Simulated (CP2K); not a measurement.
# singlet [AsH2]+: levels of theory compared

Aim: a comparison of 4 runs (B3LYP/6-31G*, PBE0/TZV2P-MOLOPT-PBE0-GTH, PM6, GFN1-xTB) of singlet [AsH2]+. 

The results are computed with CP2K 2026.2.

1 further run of the same task is left out (set aside as unsound or not needed).

## 1. The structure to begin with

The species is [AsH2]+ (3 atoms), meant as a singlet with charge +1. SMILES of the parent species: `[AsH2]`. Geometry: relaxed at PBE0-D4/def2-TZVP. That shape belongs to the parent species and isn't relaxed for this state.

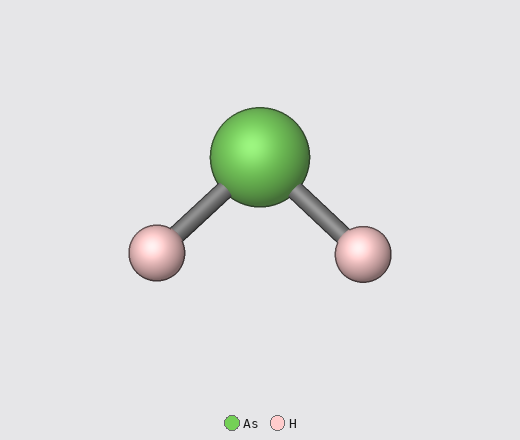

Viewed from a chosen angle; arsenic green, hydrogen pink.

## 2. The energy at B3LYP/6-31G(d) (spherical functions) (run 1)

molecule.inp reads:

```
&GLOBAL
 PROJECT_NAME molecule
 RUN_TYPE ENERGY
 PRINT_LEVEL MEDIUM
&END GLOBAL

&FORCE_EVAL
 METHOD QS
 &DFT
  BASIS_SET_FILE_NAME ./6_31gs.basis
  POTENTIAL_FILE_NAME POTENTIAL
  CHARGE 1
  MULTIPLICITY 1
  &QS
   METHOD GAPW
   EPS_DEFAULT 1.0E-10
  &END QS
  # plane-wave cutoff in Ry
  &MGRID
   CUTOFF 280
   REL_CUTOFF 50
   NGRIDS 4
  &END MGRID
  &POISSON
   PERIODIC NONE
   POISSON_SOLVER MULTIPOLE
  &END POISSON
  # SCF settings
  &SCF
   SCF_GUESS ATOMIC
   EPS_SCF 1.0E-07
   MAX_SCF 100
   ADDED_MOS 10
   &DIAGONALIZATION
    ALGORITHM STANDARD
   &END DIAGONALIZATION
   &MIXING
    METHOD DIRECT_P_MIXING
    ALPHA 0.4
   &END MIXING
  &END SCF
  # functional
  &XC
   &XC_FUNCTIONAL
    &HYB_GGA_XC_B3LYP
    &END HYB_GGA_XC_B3LYP
   &END XC_FUNCTIONAL
   # exact exchange
   &HF
    FRACTION 0.2
    &SCREENING
     EPS_SCHWARZ 1.0E-10
     SCREEN_ON_INITIAL_P F
    &END SCREENING
    &INTERACTION_POTENTIAL
     POTENTIAL_TYPE COULOMB
    &END INTERACTION_POTENTIAL
    &MEMORY
     MAX_MEMORY 1050
    &END MEMORY
   &END HF
  &END XC
  # extra output
  &PRINT
   &MOMENTS
    PERIODIC F
    REFERENCE COM
    MAX_MOMENT 1
   &END MOMENTS
   &MO ON
    ENERGIES T
    OCCUPATION_NUMBERS T
    NDIGITS 6
    &EACH
     QS_SCF 0
    &END EACH
    ADD_LAST NUMERIC
   &END MO
   &LOWDIN ON
   &END LOWDIN
   &HIRSHFELD OFF
   &END HIRSHFELD
   &MO_MOLDEN ON
    NDIGITS 8
   &END MO_MOLDEN
  &END PRINT
 &END DFT
 # structure
 &SUBSYS
  &CELL
   ABC [angstrom] 8.3 8.9 7.7
   PERIODIC NONE
  &END CELL
  &COORD
   SCALED T
   As   0.42447470   0.55518483   0.45234416
   H    0.57552530   0.60780281   0.54765584
   H    0.48064578   0.39219719   0.46409351
  &END COORD
  &KIND As
   BASIS_SET 6-31Gs
   POTENTIAL ALL
   LEBEDEV_GRID 194
   RADIAL_GRID 100
  &END KIND
  &KIND H
   BASIS_SET 6-31Gs
   POTENTIAL ALL
   LEBEDEV_GRID 194
   RADIAL_GRID 100
  &END KIND
 &END SUBSYS
&END FORCE_EVAL
```

The run is started by

```console
$ OMP_NUM_THREADS=1 cp2k.psmp -i molecule.inp > molecule.out 2>&1
```

The program printed:

```text
CP2K| version string:                                       CP2K version 2026.2
[...]
 GLOBAL| Method name                                                        CP2K
[...]
 GLOBAL| Run type                                                         ENERGY
[...]
 DFT| Spin restricted Kohn-Sham (RKS) calculation                            RKS
 DFT| Multiplicity                                                             1
[...]
 DFT| Charge                                                                   1
[...]
 FUNCTIONAL| HYB_GGA_XC_B3LYP:
[...]
 QS| Method:                                                                GAPW
[...]
 QS| Density cutoff [a.u.]:                                                140.0
[...]
 QS| Relative density cutoff [a.u.]:                                        25.0
[...]
                             - Atoms:                                          3
[...]
                             - Spherical basis functions:                     36
[...]
 Number of electrons:                                                         34
[...]
     1 P_Mix/Diag. 0.40E+00    2.3     0.86654592     -2198.4665511159 -2.20E+03
[...]
    14 DIIS/Diag.  0.24E-07    0.8     0.00000003     -2236.4418621724  3.64E-12
  *** SCF run converged in    14 steps ***
[...]
  Overlap energy of the core charge distribution:               0.00000515490101
  Self energy of the core charge distribution:               -593.59254069034125
  Core Hamiltonian energy:                                  -1812.01303509431750
  Hartree energy:                                              77.36801407196798
  Exchange-correlation energy:                                 -7.18668636092790
  Hartree-Fock Exchange energy:                               -16.35216634226600
[...]
                     Mulliken Population Analysis
 #  Atom  Element  Kind  Atomic population                           Net charge
       1     As       1         32.315131                              0.684869
       2     H        2          0.842492                              0.157508
       3     H        2          0.842377                              0.157623
 # Total charge                             34.000000                  1.000000
[...]
  Dipole moment [Debye]
    X=  0.9452820E+00 Y= -0.5288174E+00 Z=  0.4594393E+00  Total=      1.1765587
 ENERGY| Total FORCE_EVAL ( QS ) energy [hartree]          -2236.441862172382571
[...]
```

Wall time 15 s (1 thread of Intel Xeon 6975P-C (Granite Rapids), shared host); peak memory 0.45 GiB.

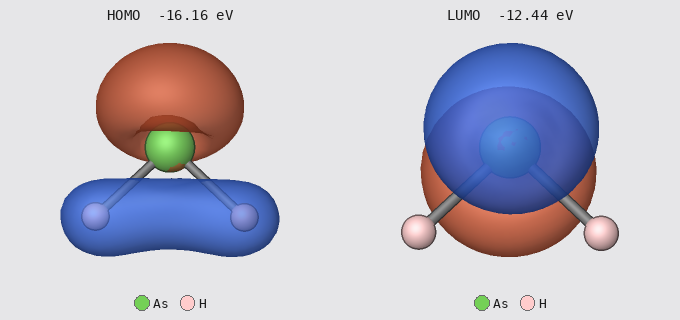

Frontier orbitals of this run, surfaces at ±0.2 Å^-3/2.

## 3. The energy at PBE0/TZV2P-MOLOPT-PBE0-GTH (core potential) (run 2)

calc.inp reads:

```
&force_eval
  method Quickstep
  &dft
    basis_set_file_name BASIS_MOLOPT_UZH
    basis_set_file_name BASIS_ADMM_UZH
    potential_file_name POTENTIAL_UZH
    charge 1
    multiplicity 1
    # Quickstep
    &qs
      method GPW
      eps_default 1.0E-10
    &end qs
    # plane-wave cutoff in Ry
    &mgrid
      cutoff 400
      rel_cutoff 50
      ngrids 4
    &end mgrid
    &poisson
      periodic NONE
      poisson_solver MULTIPOLE
    &end poisson
    # SCF settings
    &scf
      scf_guess ATOMIC
      eps_scf 1.0E-06
      max_scf 150
      added_mos 10
      &diagonalization
        algorithm STANDARD
      &end diagonalization
      &mixing
        method DIRECT_P_MIXING
        alpha 0.4
      &end mixing
    &end scf
    # functional
    &xc
      &xc_functional
        &pbe
          scale_x 0.75
          scale_c 1.0
        &end pbe
      &end xc_functional
      &hf
        fraction 0.25
        &screening
          eps_schwarz 1.0E-09
          screen_on_initial_p F
        &end screening
        &interaction_potential
          potential_type COULOMB
        &end interaction_potential
        &memory
          max_memory 1050
        &end memory
      &end hf
    &end xc
    &auxiliary_density_matrix_method
      admm_type ADMMS
      exch_correction_func PBEX
    &end auxiliary_density_matrix_method
    # extra output
    &print
      &moments
        periodic F
        reference COM
        max_moment 1
      &end moments
      &mo ON
        energies T
        occupation_numbers T
        ndigits 6
        &each
          qs_scf 0
        &end each
        add_last NUMERIC
      &end mo
      &hirshfeld OFF
      &end hirshfeld
    &end print
  &end dft
  &subsys
    &cell
      abc [angstrom] 8.3 8.9 7.7
      periodic NONE
    &end cell
    &coord
      As     3.523140     4.941145     3.483050
      H      4.776860     5.409445     4.216950
      H      3.989360     3.490555     3.573520
    &end coord
    &kind As
      basis_set ORB TZV2P-MOLOPT-PBE0-GTH-q5
      basis_set AUX_FIT admm-tzp-q5
      potential GTH-PBE0-q5
    &end kind
    &kind H
      basis_set ORB TZV2P-MOLOPT-PBE0-GTH-q1
      basis_set AUX_FIT admm-tzp-q1
      potential GTH-PBE0-q1
    &end kind
  &end subsys
&end force_eval

&global
  project calc
  run_type ENERGY
  print_level MEDIUM
&end global
```

The run is started by

```console
$ OMP_NUM_THREADS=1 cp2k.psmp calc.inp > calc.out
```

The program printed:

```text
CP2K| version string:                                       CP2K version 2026.2
[...]
 GLOBAL| Method name                                                        CP2K
[...]
 GLOBAL| Run type                                                         ENERGY
[...]
 DFT| Spin restricted Kohn-Sham (RKS) calculation                            RKS
 DFT| Multiplicity                                                             1
[...]
 DFT| Charge                                                                   1
[...]
 FUNCTIONAL| PBE:
 QS| Method:                                                                 GPW
[...]
 QS| Density cutoff [a.u.]:                                                200.0
[...]
 QS| Relative density cutoff [a.u.]:                                        25.0
[...]
                             - Atoms:                                          3
[...]
                             - Spherical basis functions:                     57
[...]
 Number of electrons:                                                          6
[...]
     1 P_Mix/Diag. 0.40E+00    1.1     2.11296982        -6.3581130844 -6.36E+00
[...]
    15 DIIS/Diag.  0.25E-06    1.1     0.00000058        -7.0953126166 -2.19E-12
  *** SCF run converged in    15 steps ***
[...]
  Overlap energy of the core charge distribution:               0.00000051180922
  Self energy of the core charge distribution:                -16.61782485426465
  Core Hamiltonian energy:                                      3.71819482223167
  Hartree energy:                                               7.74397211257418
  Exchange-correlation energy:                                 -1.49721368751404
  Hartree-Fock Exchange energy:                                -0.44244152147767
  Total energy:                                                -7.09531261664129
[...]
                     Mulliken Population Analysis
 #  Atom  Element  Kind  Atomic population                           Net charge
       1     As       1          4.290439                              0.709561
       2     H        2          0.854804                              0.145196
       3     H        2          0.854757                              0.145243
 # Total charge                              6.000000                  1.000000
[...]
  Dipole moment [Debye]
    X=  0.8904858E+00 Y= -0.4958164E+00 Z=  0.4320004E+00  Total=      1.1069884
 ENERGY| Total FORCE_EVAL ( QS ) energy [hartree]             -7.095312616641290
[...]
```

It took 18 s on 1 thread of Intel Xeon 6975P-C (Granite Rapids), shared host; peak memory 0.61 GiB.

Run 3 isn't shown in full; the table further down has it.

## 4. A single-point energy at GFN1-xTB (run 4)

molecule.inp reads:

```
&GLOBAL
 PROJECT_NAME molecule
 RUN_TYPE ENERGY
 PRINT_LEVEL MEDIUM
&END GLOBAL

&FORCE_EVAL
 METHOD Quickstep
 &DFT
  CHARGE 1
  &QS
   METHOD XTB
   EPS_DEFAULT 1.0E-10
   &XTB
    GFN_TYPE TBLITE
    &TBLITE
     METHOD GFN1
    &END TBLITE
    CHECK_ATOMIC_CHARGES F
   &END XTB
  &END QS
  &POISSON
   PERIODIC NONE
   POISSON_SOLVER ANALYTIC
  &END POISSON
  &SCF
   SCF_GUESS ATOMIC
   EPS_SCF 1.0E-06
   MAX_SCF 150
   ADDED_MOS 4
   &DIAGONALIZATION
    ALGORITHM STANDARD
   &END DIAGONALIZATION
   &MIXING
    METHOD DIRECT_P_MIXING
    ALPHA 0.4
   &END MIXING
   &SMEAR ON
    METHOD FERMI_DIRAC
    ELECTRONIC_TEMPERATURE [K] 300
   &END SMEAR
  &END SCF
  &PRINT
   &MOMENTS
    PERIODIC F
    REFERENCE COM
    MAX_MOMENT 1
   &END MOMENTS
   &MO ON
    ENERGIES T
    OCCUPATION_NUMBERS T
    NDIGITS 6
    &EACH
     QS_SCF 0
    &END EACH
    ADD_LAST NUMERIC
   &END MO
   &HIRSHFELD OFF
   &END HIRSHFELD
  &END PRINT
 &END DFT
 &SUBSYS
  &CELL
   ABC 11.3 11.9 10.7
   PERIODIC NONE
  &END CELL
  &COORD
   UNIT bohr
   As    -1.0833989     0.6187530    -0.5192778
   H      1.2857886     1.5037118     0.8675922
   H     -0.2023708    -2.1224648    -0.3483143
  &END COORD
  &TOPOLOGY
   &CENTER_COORDINATES
   &END CENTER_COORDINATES
  &END TOPOLOGY
 &END SUBSYS
&END FORCE_EVAL
```

The run is started by

```console
$ OMP_NUM_THREADS=1 cp2k.psmp molecule.inp > molecule.out
```

The program printed:

```text
CP2K| version string:                                       CP2K version 2026.2
[...]
 GLOBAL| Method name                                                        CP2K
[...]
 GLOBAL| Run type                                                         ENERGY
[...]
                             - Atoms:                                          3
[...]
                             - Spherical basis functions:                     13
[...]
 Number of electrons:                                                          6
[...]
  *** SCF run converged in    10 steps ***
[...]
  Fermi energy:                                                -0.81580177293841
[...]
 TB_DIPOLE| Moment [Debye]          2.37174163      -1.35454875       1.13677923
 TB_DIPOLE| Derivative [a.u.]       0.00000000       0.00000000       0.00000000
[...]
 ENERGY| Total FORCE_EVAL ( QS ) energy [hartree]             -2.821776665198139
[...]
```

Run time: 0.76 s. Hardware: 1 thread of Intel Xeon 6975P-C (Granite Rapids), shared host; peak memory 0.2 GiB.

## 5. The series

```
run                                        level  core potential  scheme   energy (Eh)  HOMO energy (eV)  LUMO energy (eV)  HOMO–LUMO gap (eV)  wall time
  1           B3LYP/6-31G* (spherical functions)            none    GAPW  -2236.441862            -16.16            -12.44                3.72       15 s
  2  PBE0/TZV2P-MOLOPT-PBE0-GTH (core potential)        GTH-PBE0     GPW     -7.095313            -16.41            -12.12                4.29       18 s
  3                                          PM6               –       –     -5.261939            -17.23                 –                   –     0.79 s
  4                                     GFN1-xTB               –       –     -2.821777            -23.05            -21.35                1.70     0.76 s
```

## 6. What came out

| quantity | value |
| --- | --- |
| run 4: total energy | -2.82178 Eh |
| run 4: HOMO energy | -23.05 eV |
| run 4: LUMO energy | -21.35 eV |
| run 4: HOMO–LUMO gap | 1.70 eV |
| run 4: dispersion energy | -0.86 kJ/mol |

Over runs 1, 2, 4 the HOMO–LUMO gap runs from 1.70 eV (GFN1-xTB) to 4.29 eV (PBE0/TZV2P-MOLOPT-PBE0-GTH). The two ends differ in method and basis and Hamiltonian and core potential. Totals of different functionals can't be ranked against each other. Some runs of one species differ in core potentials or relativity; totals across that change don't compare. Force-field and semi-empirical energies have zeros of their own, so their totals don't compare. All runs together took 34 s, the longest 18 s.
